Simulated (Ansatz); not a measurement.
# BHClO (SMILES O[B]Cl): the energy, rung by rung

BHClO has 4 atoms, charge 0, and is taken as a doublet. As SMILES, `O[B]Cl`. The coordinates come from a PBE0-D4/def2-TZVP relaxation.

```xyz
4

O     0.5456    0.1911   -0.5893
B    -0.4299    0.0656    0.3126
Cl   -0.5572   -1.3232    1.3529
H     0.4970    1.0062   -1.0965
```

Quantity: the energy change with the O1–H4 bond stretched from 0.961 to 1.442 Å, in eV. The values are calculated.

```tsv
level	kind	program	value (eV)	less FCI/STO-3G	CPU time (all runs)
USVWN5/STO-3G	LDA	Ansatz	1.74	-0.02	2 s
UBLYP/STO-3G	GGA	Ansatz	1.47	-0.29	3.3 s
UBHLYP/STO-3G	global hybrid	Ansatz	2.40	+0.64	3.6 s
UHSE06/STO-3G	range-separated hybrid	Ansatz	2.09	+0.33	4.5 s
UB2PLYP/STO-3G	double hybrid	Ansatz	2.13	+0.37	3.8 s
UMP2/STO-3G	perturbation theory	Ansatz	2.61	+0.85	0.34 s
UCCSD(T)/STO-3G	coupled cluster or CI	Ansatz	1.79	+0.03	0.64 s
UCCSDT(Q)/STO-3G	coupled cluster or CI	Ansatz	1.76	0.00	3.1 s
FCI/STO-3G	exact in the basis	Ansatz	1.76	0.00	15 s
```

FCI/STO-3G is exact within its basis and frozen core, so for wave-function methods in that basis the difference is their error; functionals converge differently with the basis, so for them it is only a difference. The first shape isn't each level's own minimum. The values span 1.47 to 2.61 eV. Spin contamination of the reference (⟨S²⟩ at least 0.1 too high) touches UBHLYP/STO-3G, UB2PLYP/STO-3G, UMP2/STO-3G, UCCSD(T)/STO-3G, UCCSDT(Q)/STO-3G. All rows use very small basis sets, so none should be taken for the real molecule's value. In so small a basis fixed costs decide the times, and correlated methods can beat functionals. Times are those of the runs behind each value, whatever else they computed, on shared processors of several kinds: orders of magnitude only.

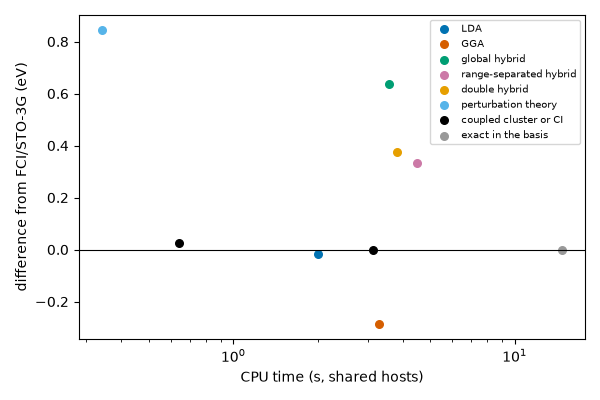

Difference from FCI/STO-3G against processor time, one point a level.
